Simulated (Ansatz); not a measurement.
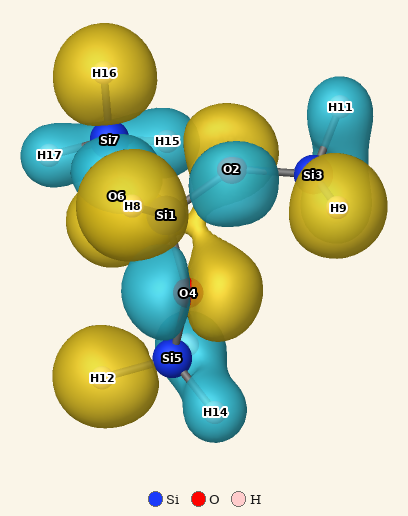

Figure. H10O3Si4. The HOMO at ±0.05 Å⁻³ᐟ² (yellow and cyan are the two phases), seen at a tilt.

Theory: DFT PBE, Gaussian basis def2-SVP in Ansatz.

```tsv
atom	x (Å)	y (Å)	z (Å)
Si	0.0626	0.3356	-0.4807
O	-0.6148	1.3835	0.6164
Si	-2.0209	1.5882	1.5159
O	-0.9017	-1.0101	-0.6213
Si	-0.8090	-2.6854	-0.5055
O	1.5661	-0.1224	0.0580
Si	2.6663	0.2343	1.2791
H	0.1853	1.0038	-1.8033
H	-3.2151	1.7164	0.6107
H	-2.2308	0.4266	2.4485
H	-1.8599	2.8471	2.3157
H	0.1460	-3.2353	-1.5290
H	-0.3547	-3.1007	0.8671
H	-2.1845	-3.2270	-0.7606
H	2.0646	-0.0293	2.6324
H	3.0959	1.6735	1.2017
H	3.8571	-0.6563	1.0809
```

> Describe this orbital and give its energy.

Its weight (Hirshfeld) is mainly on O2 (about 15 %), O4 (about 15 %), O6 (about 15 %), H8 (about 5 %) and Si1 (about 5 %). Its energy is −7.18 eV.
